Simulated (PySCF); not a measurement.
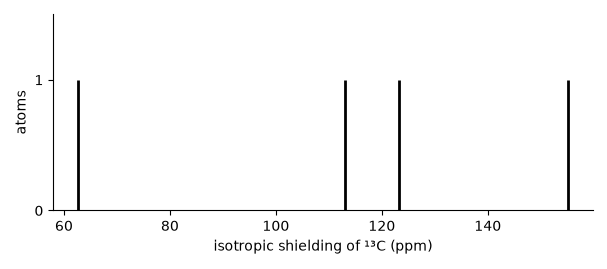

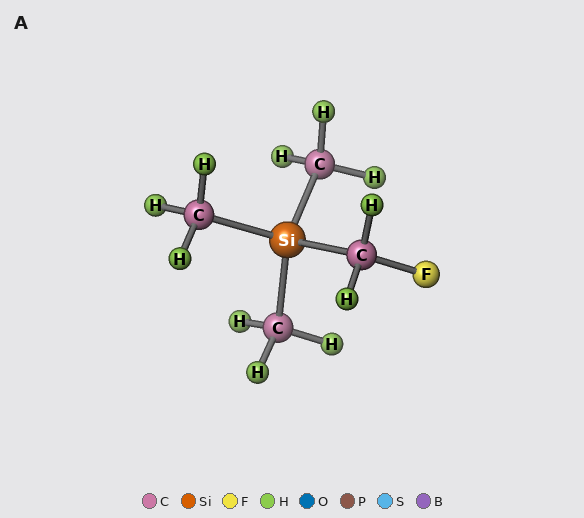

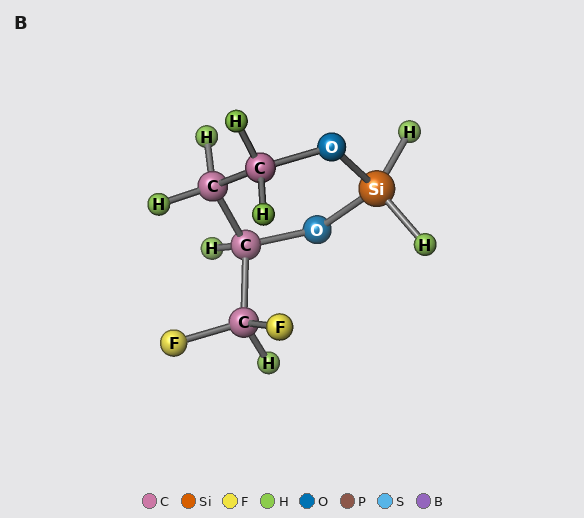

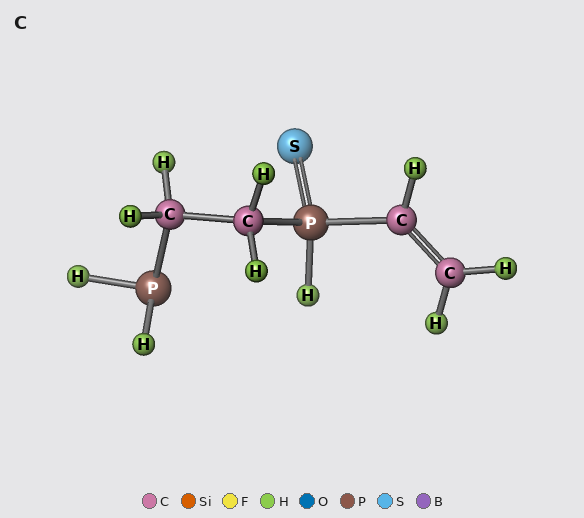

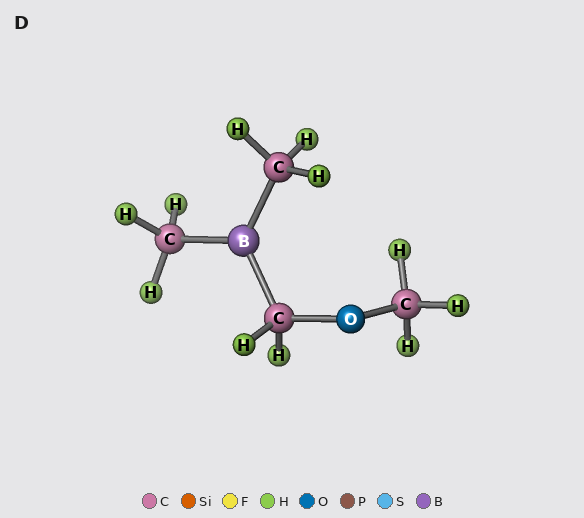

The sticks are computed shieldings of one of the molecules, for one fixed geometry (GFN2-xTB) without averaging over rotations. Low shielding means a high chemical shift. Method: GIAO PBE0/pcSseg-1 NMR shielding, non-relativistic, gas phase (PySCF 2.14.0).

> Which molecule gives this pattern?

B, `FC(F)[C@H]1CCO[SiH2]O1`. Its 4 C atoms give lines at 62.6, 113.0, 123.3, 155.2 ppm.

The geometry is semi-empirical. Around P, Si such bond lengths and angles can be off by a tenth of an ångström or more and by several degrees, and values that hang on the shape move with them.
